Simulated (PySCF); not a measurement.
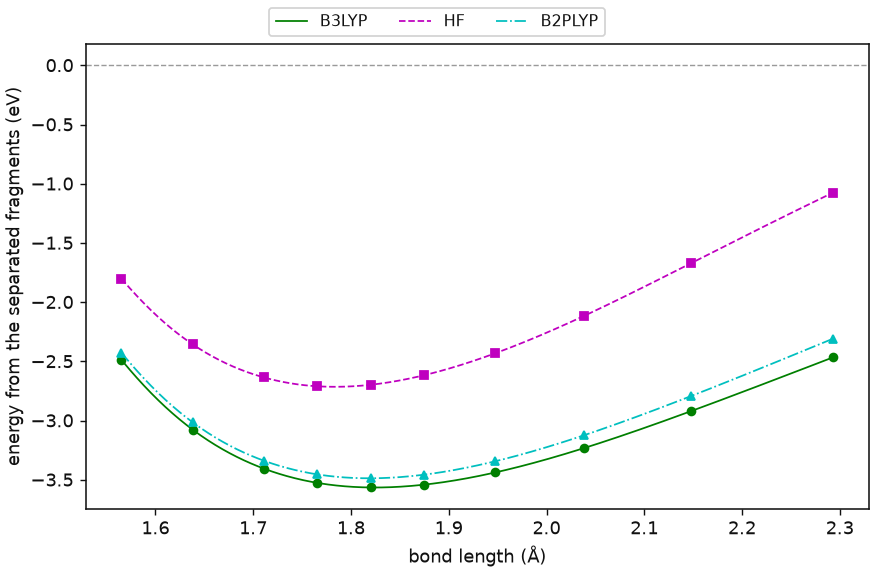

Bond curves of SiC⁺, quartet (excess alpha electrons: σ +1, πx +1, πy +1), def2-TZVPPD (non-relativistic), PySCF 2.14.0: energy from the separated fragments (atoms in their ground configurations, no counterpoise). One reference determinant with the occupation held, the lowest that a PBE0 search over spins and occupations found; no spin-orbit coupling. Splines pass through the computed points, which are marked. References: UKS for B2PLYP and B3LYP; UHF for HF. The fragments are Si⁺ + C.

Where is the minimum of each curve?

Answer. B3LYP: near 1.82 Å, −3.57 eV; HF: near 1.78 Å, −2.71 eV; B2PLYP: near 1.82 Å, −3.49 eV (from the spline).

Order the curves at 2.29 Å, where they differ most.

Answer. B3LYP −2.47, B2PLYP −2.31, HF −1.07 eV, from lowest to highest.

Give the values at the computed points.

Answer. In eV:
| bond length (Å) | B3LYP | HF | B2PLYP |
| --- | --- | --- | --- |
| 1.57 | −2.49 | −1.80 | −2.43 |
| 1.64 | −3.08 | −2.36 | −3.01 |
| 1.71 | −3.41 | −2.64 | −3.34 |
| 1.77 | −3.53 | −2.71 | −3.45 |
| 1.82 | −3.56 | −2.70 | −3.49 |
| 1.87 | −3.54 | −2.62 | −3.46 |
| 1.95 | −3.44 | −2.43 | −3.34 |
| 2.04 | −3.23 | −2.12 | −3.12 |
| 2.15 | −2.92 | −1.67 | −2.79 |
| 2.29 | −2.47 | −1.07 | −2.31 |

Caveats, for all or some of the runs: dipole, levels and charges come from the SCF part of the double hybrid; lowest determinant of a PBE0 search, another state may lie lower.
